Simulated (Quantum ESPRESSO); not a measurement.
# Pd (Palladium): phonons by linear response

How does Pd (Palladium) vibrate, and is this structure a minimum?

Calculated with Quantum ESPRESSO 7.5; DFT LDA, scalar-relativistic, plane waves, GBRV ultrasoft pseudopotentials.

### 1. Set-up

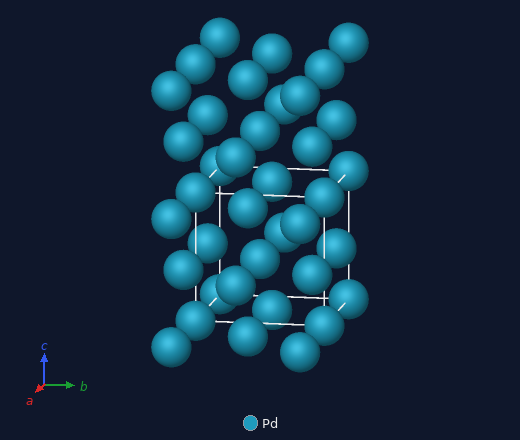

The cell as given, slightly off an axis (palladium blue). 2×1×2 cells are drawn. This picture shows the conventional cell, with its axes. Some periodic images of atoms are drawn too.

### 2. A probe with smearing

A cheap run with smearing and empty bands tells whether the crystal has a gap, which decides between fixed occupations and smearing later on.

The input, probe.in:

```
&control
   calculation = 'scf'
   prefix = 'x'
   outdir = './tmp'
   pseudo_dir = './pseudo'
   tprnfor = .true.
   tstress = .true.
   verbosity = 'high'
/
&system
   ibrav = 0
   nat = 1
   ntyp = 1
   ecutwfc = 40.0
   ecutrho = 240.0
   occupations = 'smearing'
   smearing = 'gaussian'
   degauss = 0.01
   nspin = 2
   starting_magnetization(1) = 0.062
/
&electrons
   conv_thr = 1.0d-07
   mixing_beta = 0.4
   electron_maxstep = 100
/
ATOMIC_SPECIES
 Pd    106.4200  Pd.upf
CELL_PARAMETERS angstrom
     0.000000000    1.946500000    1.946500000
     1.946500000    0.000000000    1.946500000
     1.946500000    1.946500000    0.000000000
ATOMIC_POSITIONS crystal
 Pd     0.000000000   0.000000000   0.000000000
K_POINTS automatic
 8 8 8 0 0 0
```

Run with:

```
$ OMP_NUM_THREADS=1 mpirun -n 4 pw.x -nk 4 -in probe.in > probe.out
```

The program printed:

```text
[banners, grids, parts of the stress and lines that vanish by symmetry left out]
Program PWSCF v.7.5
     Message from routine setup:
     using ibrav=0 with symmetry is DISCOURAGED, use correct ibrav instead
[...]
kinetic-energy cutoff     =      40.0000  Ry
     charge density cutoff     =     240.0000  Ry
     scf convergence threshold =      1.0E-07
[...]
Exchange-correlation=  SLA  PZ   NOGX NOGC
                           (   1   1   0   0   0   0   0)
[...]
48 Sym. Ops., with inversion, found
[...]
(     0          1          0      )
                  (     0          0          1      )
[...]
( -0.0000000  1.0000000  0.0000000 )
                  ( -0.0000000  0.0000000  1.0000000 )
[...]
(     1          0         -1      )
[...]
(    -1          1          0      )
                  (     0          1         -1      )
[...]
( -1.0000000  0.0000000 -0.0000000 )
                  ( -0.0000000  1.0000000 -0.0000000 )
[...]
number of k points=    29  Gaussian smearing, width (Ry)=  0.0100
[...]
atom   1 (R=0.412)  charge= 14.4574  magn=  0.0003
     End of self-consistent calculation
[...]
the Fermi energy is    18.4898 ev
!    total energy              =    -198.79597758 Ry
[...]
convergence has been achieved in  12 iterations
[...]
atom    1 type  1   force =     0.00000000    0.00000000    0.00000000
[...]
Total force =     0.000000     Total SCF correction =     0.000000
[...]
total   stress  (Ry/bohr**3)                   (kbar)     P=      -66.51
[...]
XML data file, charge density, pseudopotentials, collected wavefunctions

   JOB DONE.

[key lines of the parts left out:]
total magnetization       =     0.00 Bohr mag/cell
```

Elapsed: 2.9 s, on 4 MPI ranks of Arm Neoverse V1, shared host.

Numbers from this step:

```
volume per atom   : 14.75 Å³
pressure          : -6.651 GPa
gap on the k-mesh : 0 eV
```

No gap opens on this mesh, so smearing is kept; the start stands at -6.7 GPa.

### 3. Relaxation

The relaxation runs at a cutoff a fifth above that of the response, since stress converges more slowly with the basis than frequencies do. Forces and stress are brought to rest with tight thresholds.

The input, relax.in:

```
&control
   calculation = 'vc-relax'
   prefix = 'x'
   outdir = './tmp'
   pseudo_dir = './pseudo'
   tprnfor = .true.
   tstress = .true.
   forc_conv_thr = 2.0d-05
   etot_conv_thr = 1.0d-07
   nstep = 40
/
&system
   ibrav = 0
   nat = 1
   ntyp = 1
   ecutwfc = 48
   ecutrho = 288.0
   occupations = 'smearing'
   smearing = 'mv'
   degauss = 0.02
/
&electrons
   conv_thr = 1.0d-11
   mixing_beta = 0.7
   electron_maxstep = 100
/
&ions
/
&cell
   press_conv_thr = 0.2
/
ATOMIC_SPECIES
 Pd    106.4200  Pd.upf
CELL_PARAMETERS angstrom
     0.000000000    1.946500000    1.946500000
     1.946500000    0.000000000    1.946500000
     1.946500000    1.946500000    0.000000000
ATOMIC_POSITIONS crystal
 Pd     0.000000000   0.000000000   0.000000000
K_POINTS automatic
 16 16 16 0 0 0
```

Run with:

```
$ OMP_NUM_THREADS=1 mpirun -n 4 pw.x -nk 4 -in relax.in > relax.out
```

The program printed:

```text
[banners, grids, parts of the stress and lines that vanish by symmetry left out]
[banner, memory and clock lines left out]
Program PWSCF v.7.5

[...]
kinetic-energy cutoff     =      48.0000  Ry
     charge density cutoff     =     288.0000  Ry
     scf convergence threshold =      1.0E-11
[...]
energy convergence thresh.=      1.0E-07
     force convergence thresh. =      2.0E-05
     press convergence thresh. =      2.0E-01
     Exchange-correlation=  SLA  PZ   NOGX NOGC
                           (   1   1   0   0   0   0   0)
[...]
48 Sym. Ops., with inversion, found
[...]
number of k points=   145  Marzari-Vanderbilt smearing, width (Ry)=  0.0200
[...]
End of self-consistent calculation
[...]
the Fermi energy is    18.4317 ev
!    total energy              =    -198.79746581 Ry
[...]
convergence has been achieved in   8 iterations
[...]
atom    1 type  1   force =     0.00000000    0.00000000    0.00000000
     Total force =     0.000000     Total SCF correction =     0.000000
[...]
total   stress  (Ry/bohr**3)                   (kbar)     P=      -78.82
[...]
number of bfgs steps    =   0
[...]
CELL_PARAMETERS (angstrom)
[...]
ATOMIC_POSITIONS (crystal)
Pd               0.0000000000        0.0000000000        0.0000000000
[...]
New effective cutoffs (rho, wfc):  293.76   49.31
[...]
End of self-consistent calculation
[...]
the Fermi energy is    19.4990 ev
!    total energy              =    -198.79847144 Ry
[...]
convergence has been achieved in   6 iterations
[...]
atom    1 type  1   force =     0.00000000    0.00000000    0.00000000
     Total force =     0.000000     Total SCF correction =     0.000000
[...]
total   stress  (Ry/bohr**3)                   (kbar)     P=        6.77
[...]
number of bfgs steps    =   1
[...]
CELL_PARAMETERS (angstrom)
[...]
ATOMIC_POSITIONS (crystal)
Pd               0.0000000000        0.0000000000        0.0000000000
[...]
New effective cutoffs (rho, wfc):  293.15   49.20
[...]
End of self-consistent calculation
[...]
the Fermi energy is    19.4146 ev
!    total energy              =    -198.79847904 Ry
[...]
convergence has been achieved in   6 iterations
[...]
atom    1 type  1   force =     0.00000000    0.00000000    0.00000000
     Total force =     0.000000     Total SCF correction =     0.000000
[...]
total   stress  (Ry/bohr**3)                   (kbar)     P=       -0.57
[...]
number of bfgs steps    =   2
[...]
CELL_PARAMETERS (angstrom)
[...]
ATOMIC_POSITIONS (crystal)
Pd               0.0000000000        0.0000000000        0.0000000000
[...]
New effective cutoffs (rho, wfc):  293.19   49.21
[...]
End of self-consistent calculation
[...]
the Fermi energy is    19.4212 ev
!    total energy              =    -198.79847909 Ry
[...]
convergence has been achieved in   5 iterations
[...]
atom    1 type  1   force =     0.00000000    0.00000000    0.00000000
     Total force =     0.000000     Total SCF correction =     0.000000
[...]
total   stress  (Ry/bohr**3)                   (kbar)     P=       -0.00
[...]
bfgs converged in   4 scf cycles and   3 bfgs steps
[...]
End of BFGS Geometry Optimization
     Final enthalpy           =    -198.7984790885 Ry
     File ./tmp/x.bfgs deleted, as requested
[...]
CELL_PARAMETERS (angstrom)
[...]
ATOMIC_POSITIONS (crystal)
Pd               0.0000000000        0.0000000000        0.0000000000
[...]
Final scf calculation at the relaxed structure.
[...]
kinetic-energy cutoff     =      48.0000  Ry
     charge density cutoff     =     288.0000  Ry
     scf convergence threshold =      1.0E-13
[...]
press convergence thresh. =      2.0E-01
     Exchange-correlation=  SLA  PZ   NOGX NOGC
                           (   1   1   0   0   0   0   0)
[...]
48 Sym. Ops., with inversion, found
[...]
number of k points=   145  Marzari-Vanderbilt smearing, width (Ry)=  0.0200
[...]
End of self-consistent calculation
[...]
the Fermi energy is    19.4212 ev
!    total energy              =    -198.79840520 Ry
[...]
convergence has been achieved in   8 iterations
[...]
atom    1 type  1   force =     0.00000000    0.00000000    0.00000000
     Total force =     0.000000     Total SCF correction =     0.000000
[...]
total   stress  (Ry/bohr**3)                   (kbar)     P=       -0.63
[...]
XML data file, charge density, pseudopotentials, collected wavefunctions
```

Run time: 16 s. Hardware: 4 MPI ranks; 65 s of CPU time.

Relaxation path:

| step | energy less that of the first step (eV) | largest force (eV/Å) | pressure (GPa) | volume (Å³) |
| --- | --- | --- | --- | --- |
| 1 | 0.0000 | 0.0000 | -7.88 | 14.75 |
| 2 | -0.0137 | 0.0000 | 0.68 | 14.17 |
| 3 | -0.0138 | 0.0000 | -0.06 | 14.21 |
| 4 | -0.0138 | 0.0000 | 0.00 | 14.21 |
| 5 | -0.0128 | 0.0000 | -0.06 | 14.21 |

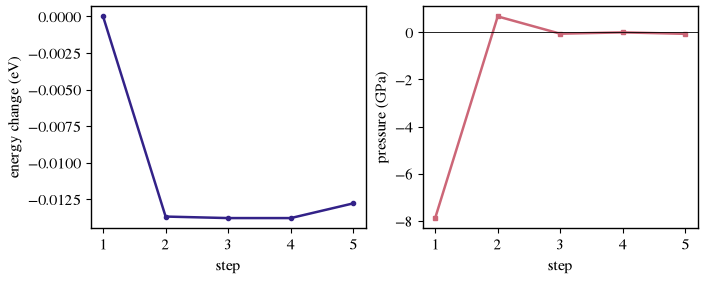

Energy and pressure along the relaxation.

```
conventional cell, symmetrised  before  after  change
                         a (Å)   3.893  3.845  -1.2 %
                         b (Å)   3.893  3.845  -1.2 %
                         c (Å)   3.893  3.845  -1.2 %
              volume (Å³/atom)   14.75  14.21  -3.7 %
```

The relaxed structure:

```cif
data_structure
_symmetry_space_group_name_H-M 'P 1'
_symmetry_Int_Tables_number 1
_cell_length_a 2.7185
_cell_length_b 2.7185
_cell_length_c 2.7185
_cell_angle_alpha 60.000
_cell_angle_beta 60.000
_cell_angle_gamma 60.000
_cell_volume 14.21
loop_
_atom_site_label
_atom_site_type_symbol
_atom_site_fract_x
_atom_site_fract_y
_atom_site_fract_z
_atom_site_occupancy
Pd1 Pd 0.00000 0.00000 0.00000 1
```

The last row of the table of steps is pw.x's closing run on a basis chosen anew for the final cell, so its energy can jump.

Numbers from this step:

| Quantity | Value |
| --- | --- |
| volume per atom | 14.21 Å³ |
| pressure | -0.063 GPa |

The volume changes by -3.7 % from the cell with which this run began.

### 4. Ground state

The response is built on this ground state, so it is converged far tighter than an energy would need. Smearing stays on, as the first look found no gap above 0.3 eV.

The input, scf.in:

```
&control
   calculation = 'scf'
   prefix = 'x'
   outdir = './tmp'
   pseudo_dir = './pseudo'
   tprnfor = .true.
   tstress = .true.
/
&system
   ibrav = 0
   nat = 1
   ntyp = 1
   ecutwfc = 40.0
   ecutrho = 240.0
   occupations = 'smearing'
   smearing = 'mv'
   degauss = 0.02
/
&electrons
   conv_thr = 1.0d-12
   mixing_beta = 0.7
   electron_maxstep = 100
/
ATOMIC_SPECIES
 Pd    106.4200  Pd.upf
CELL_PARAMETERS angstrom
     0.000000000    1.922279815    1.922279815
     1.922279815    0.000000000    1.922279815
     1.922279815    1.922279815    0.000000000
ATOMIC_POSITIONS crystal
 Pd     0.000000000   0.000000000   0.000000000
K_POINTS automatic
 16 16 16 0 0 0
```

Run with:

```
$ OMP_NUM_THREADS=1 mpirun -n 4 pw.x -nk 4 -in scf.in > scf.out
```

The program printed:

```text
[banners, grids, parts of the stress and lines that vanish by symmetry left out]
[banner, memory and clock lines left out]
Program PWSCF v.7.5

[...]
kinetic-energy cutoff     =      40.0000  Ry
     charge density cutoff     =     240.0000  Ry
     scf convergence threshold =      1.0E-12
[...]
Exchange-correlation=  SLA  PZ   NOGX NOGC
                           (   1   1   0   0   0   0   0)
[...]
48 Sym. Ops., with inversion, found
[...]
number of k points=   145  Marzari-Vanderbilt smearing, width (Ry)=  0.0200
[...]
End of self-consistent calculation
[...]
the Fermi energy is    19.4213 ev
!    total energy              =    -198.79790347 Ry
[...]
convergence has been achieved in   8 iterations
[...]
atom    1 type  1   force =     0.00000000    0.00000000    0.00000000
     Total force =     0.000000     Total SCF correction =     0.000000
[...]
total   stress  (Ry/bohr**3)                   (kbar)     P=        2.71
[...]
XML data file, charge density, pseudopotentials, collected wavefunctions
```

Run time: 4.1 s. Hardware: 4 MPI ranks; 16 s of CPU time.

This step gave:

```
pressure : 0.271 GPa
```

The cell stands at 0.27 GPa, close enough for stiff modes, while soft ones can move.

(Part 1 of 3 ends here.)

[Host names and launcher messages were left out of these logs when they were recorded.]

[Logs are printed without paths, hosts, clocks, repeated set-up lines and the standing remarks that a program may print on its own settings, such as how far it seeks lower states.]

[Hosts, paths, dates, database ids (printed as entryN), source tags and the programs' standing remarks are cut or masked in the printed files.]
